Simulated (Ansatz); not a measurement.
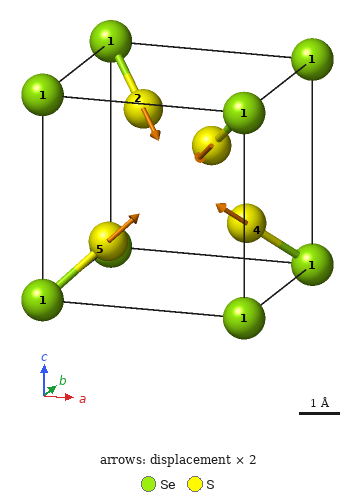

A relaxation of a crystal of SeS$_{4}$ (a generated structure, set up in P-43m) (coarse preliminary run). The starting structure is drawn; orange arrows show the displacements (the part carried along by the change of the cell is left out), magnified 2 times.

The picture is a ball-and-stick view of the cell of the calculation, seen slightly off an axis.

The calculation used DFT PBE, scalar-relativistic, plane waves, PAW in Ansatz.

Input
```yaml
crystal:
  lattice:
    - [5.31990774, 0.0, 0.0]
    - [0.0, 5.31990774, 0.0]
    - [0.0, 0.0, 5.31990774]
  atoms:
    - { symbol: Se, position: [0.0, 0.0, 0.0] }
    - { symbol: S, position: [0.24378108, 0.75621892, 0.75621892] }
    - { symbol: S, position: [0.75621892, 0.24378108, 0.75621892] }
    - { symbol: S, position: [0.75621892, 0.75621892, 0.24378108] }
    - { symbol: S, position: [0.24378108, 0.24378108, 0.24378108] }
basis:
  ecutwfc: 420
kpoints:
  mp_grid: { grid: [4, 4, 4] }
hamiltonian:
  xc: pbe
scf:
  occupations: { method: gaussian, width: 0.1 }
  lower_state_search: "off"
output:
  forces: true
  stress: true
  eigenvalues: true
relax:
  adjacent_minimum: "off"
  f_tol: 0.04
  max_steps: 70
  cell: { stress_tol: 0.4 }
```

Launched with:
```bash
ansatz run input.yaml --threads 1 --pin off --max-ram 2048MiB --backend cpu --events-out ev --progress --plain --runs-dir out
```

> Atoms of which element are displaced furthest, and by how much?

Sulfur: up to 0.53 Å, against 0.00 Å for selenium.

> What did the optimiser do to the structure, and how much energy did it gain?

The largest moves relative to the cell, 0.53 Å, are those of S2, S3, S4 and S5. S2 goes along [1 −1 −1]. Se stays in place. The volume changes by −32.3 %, with a = b = c 5.320 → 4.671 Å (−12.2 %). Some distances before and after: S2–S3 3.855 → 2.511 Å, Se1–S2 2.246 → 2.507 Å. The space group stays P-43m (No. 215). The energy falls by 1.048 eV per cell of the calculation in 10 accepted moves (12 points after the start). The largest force component goes from 0.62 to 0.0033 eV/Å. Pressure: −4.42 GPa at the start and −0.08 GPa at the end. The line search rejected the trial step at point 8 of the run. At 1 point the geometry stayed and the basis and grid were re-selected for the new cell (energy shift of 1.4 meV per cell of the calculation at most each time).
